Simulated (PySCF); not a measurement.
**CH2BrI (bromoiodomethane) at 6 levels**

Wanted: a comparison of 6 runs (HF/STO-3G, HF/3-21G, r2SCAN/3-21G, PBE0/def2-SVP, PBE0/6-311G**, MP2/6-311G**) of CH2BrI (bromoiodomethane). Input form: a Python script.

The calculation is run with PySCF 2.14.0.

### Step 1. Starting point

CH2BrI: 5 atoms, total charge 0, spin state singlet. As SMILES, `BrCI`. Geometry: relaxed at PBE0-D4/def2-TZVP.

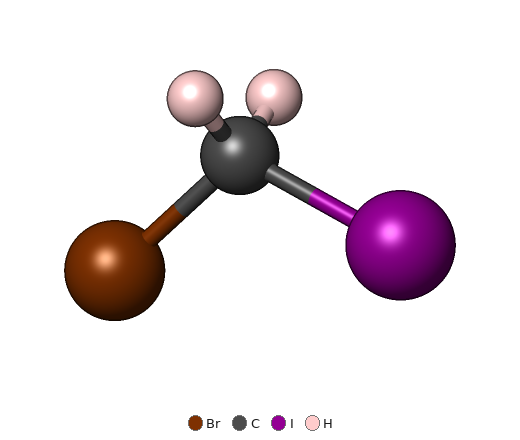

The structure, seen from a chosen angle (bromine brown, carbon dark grey, iodine purple, hydrogen pink).

### Step 2. Energy and gradient at HF/STO-3G (run 1)

Input file geometry.xyz:

```xyz
5

Br    -1.807600    -0.091200     0.355300
C      0.027600     0.081600    -0.181200
I      1.424400    -0.779400     1.170600
H      0.257900     1.138200    -0.252900
H      0.147500    -0.422800    -1.133000
```

Input file input.py:

```python
from pyscf import gto

mol = gto.Mole()
mol.atom = 'geometry.xyz'
mol.basis = 'sto-3g'
mol.verbose = 4
mol.max_memory = 1860
mol.build()

calc0 = mol.RHF()
calc0.conv_tol = 1e-10
calc0.kernel()
if not calc0.converged:
    calc0 = calc0.newton().run(calc0.mo_coeff, calc0.mo_occ)

etot = calc0.e_tot
print('Final energy', etot)
grad = calc0.nuc_grad_method().kernel()
dip = calc0.dip_moment()
pop, q = calc0.mulliken_pop()
```

Started as:

```
$ OMP_NUM_THREADS=1 python input.py
```

The program printed:

```text
PySCF version 2.14.0

[INPUT] num. atoms = 5
[INPUT] num. electrons = 96
[INPUT] charge = 0
[INPUT] spin (= nelec alpha-beta = 2S) = 0
[INPUT] symmetry False subgroup None
[INPUT] Mole.unit = angstrom
[INPUT] Symbol           X                Y                Z      unit          X                Y                Z       unit  Magmom
[INPUT]  1 Br    -1.807600000000  -0.091200000000   0.355300000000 AA   -3.415868942764  -0.172343022560   0.671419692058 Bohr   0.0
[INPUT]  2 C      0.027600000000   0.081600000000  -0.181200000000 AA    0.052156441038   0.154201651765  -0.342418373771 Bohr   0.0
[INPUT]  3 I      1.424400000000  -0.779400000000   1.170600000000 AA    2.691725891830  -1.472852541486   2.212113401416 Bohr   0.0
[INPUT]  4 H      0.257900000000   1.138200000000  -0.252900000000 AA    0.487360367525   2.150886274980  -0.477911736903 Bohr   0.0
[INPUT]  5 H      0.147500000000  -0.422800000000  -1.133000000000 AA    0.278734603373  -0.798976205466  -2.141059699132 Bohr   0.0

[... 44 lines left out ...]
converged SCF energy = -9433.9217053626
Final energy -9433.921705362602
[... 11 lines left out ...]
Dipole moment(X, Y, Z, Debye):  0.39004,  0.73759, -1.35701
[... 19 lines left out ...]
pop of  1 C 1s            1.99296
pop of  1 C 2s            1.29661
pop of  1 C 2px           0.89056
pop of  1 C 2py           1.04729
pop of  1 C 2pz           1.01600
pop of  2 I 1s            2.00000
pop of  2 I 2s            1.99995
pop of  2 I 3s            1.99975
pop of  2 I 4s            2.00056
pop of  2 I 5s            1.92362
pop of  2 I 2px           2.00003
pop of  2 I 2py           2.00001
pop of  2 I 2pz           2.00003
pop of  2 I 3px           1.99936
pop of  2 I 3py           1.99977
pop of  2 I 3pz           1.99944
pop of  2 I 4px           1.99899
pop of  2 I 4py           1.99965
pop of  2 I 4pz           1.99914
pop of  2 I 5px           1.56529
pop of  2 I 5py           1.84540
pop of  2 I 5pz           1.62685
pop of  2 I 3dxy          1.99998
pop of  2 I 3dyz          1.99998
pop of  2 I 3dz^2         2.00000
pop of  2 I 3dxz          1.99995
pop of  2 I 3dx2-y2       1.99999
pop of  2 I 4dxy          1.99947
pop of  2 I 4dyz          1.99951
pop of  2 I 4dz^2         1.99991
pop of  2 I 4dxz          1.99876
pop of  2 I 4dx2-y2       1.99982
pop of  3 H 1s            0.89743
pop of  4 H 1s            0.89744
 ** Mulliken atomic charges  **
charge of    0Br =     -0.00649
charge of    1C =     -0.24342
charge of    2I =      0.04478
charge of    3H =      0.10257
charge of    4H =      0.10256
```

Run time: 7.8 s. Hardware: 1 thread of Intel Xeon at 2.70GHz, shared host; peak memory 0.12 GiB.

### Step 3. Energy and gradient at HF/3-21G (run 2)

Input file run.py:

```python
from pyscf import gto, scf

mol = gto.M(
    atom='''
Br    -3.415869    -0.172343     0.671420
C      0.052156     0.154202    -0.342418
I      2.691726    -1.472853     2.212113
H      0.487360     2.150886    -0.477912
H      0.278735    -0.798976    -2.141060
''',
    basis='3-21g',
    charge=0,
    max_memory=1860,
    verbose=4,
    unit='bohr',
)

mf = scf.RHF(mol)
mf.conv_tol = 1e-10
mf.kernel()
if not mf.converged:
    mf = mf.newton().run(mf.mo_coeff, mf.mo_occ)

e_final = mf.e_tot
print('E(%s) = %.9f' % ('HF', e_final))
grad = mf.nuc_grad_method().kernel()
dip = mf.dip_moment()
pop, q = mf.mulliken_pop()
```

Started as:

```
$ OMP_NUM_THREADS=1 python run.py
```

The program printed:

```text
PySCF version 2.14.0

[INPUT] num. atoms = 5
[INPUT] num. electrons = 96
[INPUT] charge = 0
[INPUT] spin (= nelec alpha-beta = 2S) = 0
[INPUT] symmetry False subgroup None
[INPUT] Mole.unit = bohr
[INPUT] Symbol           X                Y                Z      unit          X                Y                Z       unit  Magmom
[INPUT]  1 Br    -1.807600030288  -0.091199988062   0.355300162956 AA   -3.415869000000  -0.172343000000   0.671420000000 Bohr   0.0
[INPUT]  2 C      0.027599766613   0.081600184278  -0.181199802209 AA    0.052156000000   0.154202000000  -0.342418000000 Bohr   0.0
[INPUT]  3 I      1.424400057241  -0.779400242635   1.170599787580 AA    2.691726000000  -1.472853000000   2.212113000000 Bohr   0.0
[INPUT]  4 H      0.257899805514   1.138199854487  -0.252900139225 AA    0.487360000000   2.150886000000  -0.477912000000 Bohr   0.0
[INPUT]  5 H      0.147500209886  -0.422799891272  -1.133000159212 AA    0.278735000000  -0.798976000000  -2.141060000000 Bohr   0.0

[... 46 lines left out ...]
converged SCF energy = -9486.15723102854
[... 12 lines left out ...]
Dipole moment(X, Y, Z, Debye):  0.61411,  0.66705, -1.26011
[... 33 lines left out ...]
pop of  2 I 2s            1.99993
pop of  2 I 3s            1.99676
pop of  2 I 4s            1.99963
pop of  2 I 5s            0.95402
pop of  2 I 6s            0.98545
pop of  2 I 2px           1.99928
pop of  2 I 2py           1.99936
pop of  2 I 2pz           1.99930
pop of  2 I 3px           1.99888
pop of  2 I 3py           1.99901
pop of  2 I 3pz           1.99891
pop of  2 I 4px           1.98672
pop of  2 I 4py           1.98905
pop of  2 I 4pz           1.98720
pop of  2 I 5px           0.81961
pop of  2 I 5py           0.92412
pop of  2 I 5pz           0.84089
pop of  2 I 6px           0.66717
pop of  2 I 6py           0.89713
pop of  2 I 6pz           0.72138
pop of  2 I 3dxy          1.99983
pop of  2 I 3dyz          1.99984
pop of  2 I 3dz^2         1.99992
pop of  2 I 3dxz          1.99966
pop of  2 I 3dx2-y2       1.99992
pop of  2 I 4dxy          1.99938
pop of  2 I 4dyz          1.99941
pop of  2 I 4dz^2         1.99963
pop of  2 I 4dxz          1.99886
pop of  2 I 4dx2-y2       1.99969
pop of  3 H 1s            0.46140
pop of  3 H 2s            0.22135
pop of  4 H 1s            0.46137
pop of  4 H 2s            0.22139
 ** Mulliken atomic charges  **
charge of    0Br =      0.13530
charge of    1C =     -1.00996
charge of    2I =      0.24016
charge of    3H =      0.31726
charge of    4H =      0.31724
```

It took 8.4 s on 1 thread of Intel Xeon at 2.70GHz, shared host; peak memory 0.14 GiB.

Runs 3 to 4 aren't shown in full; the table further down has their settings and results.

### Step 4. Energy and gradient at PBE0/6-311G(d,p) (run 5)

Input file calc.py:

```python
from pyscf import gto, dft

mol = gto.Mole()
mol.atom = '''
Br      -1.807600      -0.091200       0.355300
C        0.027600       0.081600      -0.181200
I        1.424400      -0.779400       1.170600
H        0.257900       1.138200      -0.252900
H        0.147500      -0.422800      -1.133000
'''
mol.basis = '6-311g**'
mol.max_memory = 1860
mol.spin = 0
mol.verbose = 3
mol.build()

mf = dft.RKS(mol)
mf.xc = 'pbe0'
mf.conv_tol = 1e-10
mf.grids.level = 5
mf.kernel()
if not mf.converged:
    mf = mf.newton().run(mf.mo_coeff, mf.mo_occ)

e_tot = mf.e_tot
print(f'total energy: {e_tot:.8f} hartree')
grad = mf.nuc_grad_method().kernel()
mf.analyze()
```

Started as:

```
$ OMP_NUM_THREADS=1 python calc.py
```

The program printed:

```text
converged SCF energy = -9532.18631396003
[... 13 lines left out ...]
MO #4   energy= -165.930335792279  occ= 2
[... 11 lines left out ...]
MO #16  energy= -23.0296792049692  occ= 2
[... 11 lines left out ...]
MO #28  energy= -4.80188474784223  occ= 2
[... 11 lines left out ...]
MO #40  energy= -0.735851579122777 occ= 2
[... 11 lines left out ...]
MO #52  energy= 0.0894051668758857 occ= 0
[... 11 lines left out ...]
MO #64  energy= 0.405238415259593  occ= 0
[... 11 lines left out ...]
MO #76  energy= 0.952094249821413  occ= 0
[... 11 lines left out ...]
MO #88  energy= 1.94417511746243   occ= 0
[... 11 lines left out ...]
MO #100 energy= 4.00425422748367   occ= 0
[... 11 lines left out ...]
MO #112 energy= 6.0758266132692    occ= 0
[... 11 lines left out ...]
MO #124 energy= 28.6691268821196   occ= 0
[... 11 lines left out ...]
MO #136 energy= 1902.32157832872   occ= 0
[... 6 lines left out ...]
Dipole moment(X, Y, Z, Debye):  0.49463,  0.64951, -1.21402
```

Run time: 66 s. Hardware: 1 thread of Intel Xeon at 2.70GHz, shared host; peak memory 1.5 GiB.

### Step 5. Energy and forces at MP2/6-311G(d,p) (run 6)

Input file job.py:

```python
import pyscf.grad
from pyscf import gto, scf, mp

mol = gto.M(
    atom='''
Br      -1.807600      -0.091200       0.355300
C        0.027600       0.081600      -0.181200
I        1.424400      -0.779400       1.170600
H        0.257900       1.138200      -0.252900
H        0.147500      -0.422800      -1.133000
''',
    max_memory=1860,
    basis='6-311g**',
    verbose=4,
)

mf = scf.RHF(mol)
mf.conv_tol = 1e-10
mf.kernel()
if not mf.converged:
    mf = mf.newton().run(mf.mo_coeff, mf.mo_occ)

pt = mp.MP2(mf, frozen=28).run()
etot = pt.e_tot
print(f'total energy: {etot:.8f} hartree')
grad = pt.Gradients().kernel()
mf.analyze()
```

Started as:

```
$ OMP_NUM_THREADS=1 python job.py
```

The program printed:

```text
PySCF version 2.14.0

[INPUT] num. atoms = 5
[INPUT] num. electrons = 96
[INPUT] charge = 0
[INPUT] spin (= nelec alpha-beta = 2S) = 0
[INPUT] symmetry False subgroup None
[INPUT] Mole.unit = angstrom
[INPUT] Symbol           X                Y                Z      unit          X                Y                Z       unit  Magmom
[INPUT]  1 Br    -1.807600000000  -0.091200000000   0.355300000000 AA   -3.415868942764  -0.172343022560   0.671419692058 Bohr   0.0
[INPUT]  2 C      0.027600000000   0.081600000000  -0.181200000000 AA    0.052156441038   0.154201651765  -0.342418373771 Bohr   0.0
[INPUT]  3 I      1.424400000000  -0.779400000000   1.170600000000 AA    2.691725891830  -1.472852541486   2.212113401416 Bohr   0.0
[INPUT]  4 H      0.257900000000   1.138200000000  -0.252900000000 AA    0.487360367525   2.150886274980  -0.477911736903 Bohr   0.0
[INPUT]  5 H      0.147500000000  -0.422800000000  -1.133000000000 AA    0.278734603373  -0.798976205466  -2.141059699132 Bohr   0.0

[... 50 lines left out ...]
converged SCF energy = -9528.21396280118
[... 31 lines left out ...]
MO #6   energy= -169.677831586301  occ= 2
[... 12 lines left out ...]
MO #19  energy= -24.2928782996462  occ= 2
[... 12 lines left out ...]
MO #32  energy= -3.1885475127863   occ= 2
[... 12 lines left out ...]
MO #45  energy= -0.422113517363352 occ= 2
[... 12 lines left out ...]
MO #58  energy= 0.394871759906027  occ= 0
[... 12 lines left out ...]
MO #71  energy= 0.839545546975855  occ= 0
[... 12 lines left out ...]
MO #84  energy= 1.82607535803844   occ= 0
[... 12 lines left out ...]
MO #97  energy= 3.40853023174568   occ= 0
[... 12 lines left out ...]
MO #110 energy= 6.52504210884064   occ= 0
[... 12 lines left out ...]
MO #123 energy= 29.8815475075293   occ= 0
[... 12 lines left out ...]
MO #136 energy= 1912.11746968925   occ= 0
[... 105 lines left out ...]
pop of  2 I 3dx2-y2       1.99999
pop of  2 I 4dxy          1.99992
pop of  2 I 4dyz          1.99992
pop of  2 I 4dz^2         1.99993
pop of  2 I 4dxz          1.99991
pop of  2 I 4dx2-y2       1.99992
pop of  2 I 5dxy          0.00294
pop of  2 I 5dyz          0.00259
pop of  2 I 5dz^2         0.00063
pop of  2 I 5dxz          0.00697
pop of  2 I 5dx2-y2       0.00117
pop of  2 I 6dxy          0.00003
pop of  2 I 6dyz          0.00002
pop of  2 I 6dz^2         0.00001
pop of  2 I 6dxz          0.00005
pop of  2 I 6dx2-y2       0.00001
pop of  2 I 7dxy          0.00007
pop of  2 I 7dyz          0.00006
pop of  2 I 7dz^2         0.00002
pop of  2 I 7dxz          0.00016
pop of  2 I 7dx2-y2       0.00003
pop of  3 H 1s            0.83881
pop of  3 H 2s            0.00912
pop of  3 H 3s            0.00297
pop of  3 H 2px           0.00018
pop of  3 H 2py           0.00134
pop of  3 H 2pz           0.00007
pop of  4 H 1s            0.83883
pop of  4 H 2s            0.00912
pop of  4 H 3s            0.00297
pop of  4 H 2px           0.00014
pop of  4 H 2py           0.00034
pop of  4 H 2pz           0.00111
 ** Mulliken atomic charges  **
charge of    0Br =     -0.06069
charge of    1C =     -0.28285
charge of    2I =      0.04854
charge of    3H =      0.14750
charge of    4H =      0.14749
Dipole moment(X, Y, Z, Debye):  0.59078,  0.70920, -1.33193
```

Run time: 78 s. Hardware: 1 thread of Intel Xeon at 2.70GHz, shared host; peak memory 2 GiB.

### Step 6. All runs side by side

| run | level | integration grid | core potential | energy (Eh) | dipole moment (D) of the reference | HOMO energy (eV) | LUMO energy (eV) | wall time |
| --- | --- | --- | --- | --- | --- | --- | --- | --- |
| 1 | HF/STO-3G | – | – | -9433.921705 | 1.59 | -7.70 | 7.23 | 7.8 s |
| 2 | HF/3-21G | – | – | -9486.157231 | 1.55 | -9.91 | 2.36 | 8.4 s |
| 3 | r2SCAN/3-21G | 5 | – | -9490.591635 | 1.52 | -6.50 | -1.98 | 35 s |
| 4 | PBE0/def2-SVP (core potential) | 5 | def2-svp | -2910.479494 | 1.32 | -7.52 | -1.38 | 51 s |
| 5 | PBE0/6-311G** | 5 | – | -9532.186314 | 1.46 | -7.66 | -1.59 | 66 s |
| 6 | MP2/6-311G** | – | – | -9528.849849 | 1.62 | -10.18 | 1.83 | 78 s |

### Step 7. What came out

| quantity | value |
| --- | --- |
| run 6: total energy | -9528.84985 Eh |
| run 6: dipole moment (Hartree–Fock density) | 1.62 D |
| run 6: HOMO energy (Hartree–Fock orbitals) | -10.18 eV |
| run 6: LUMO energy (Hartree–Fock orbitals) | 1.83 eV |
| run 6: HOMO–LUMO gap (Hartree–Fock orbitals) | 12.00 eV |
| run 6: correlation energy (28 core orbitals frozen) | -635.9 mEh |
| run 6: largest force on an atom | 0.376 eV/Å |

In words: Over runs 1, 2, 3, 4, 5 the dipole moment (its size) runs from 1.32 D (PBE0/def2-SVP) to 1.59 D (HF/STO-3G). The two ends differ in method and basis and core potential. Over runs 1, 2, 3, 4, 5 the HOMO–LUMO gap runs from 4.52 eV (r2SCAN/3-21G) to 14.94 eV (HF/STO-3G). The two ends differ in method and basis. Totals of different functionals can't be ranked against each other. Some runs of one species differ in core potentials or relativity; totals across that change don't compare. In run 1 the basis is minimal, so the values are rough. In runs 1, 2, 3, 5, 6 relativity is left out where basis or elements ask for it. All runs together took 4.1 min, the longest 78 s.
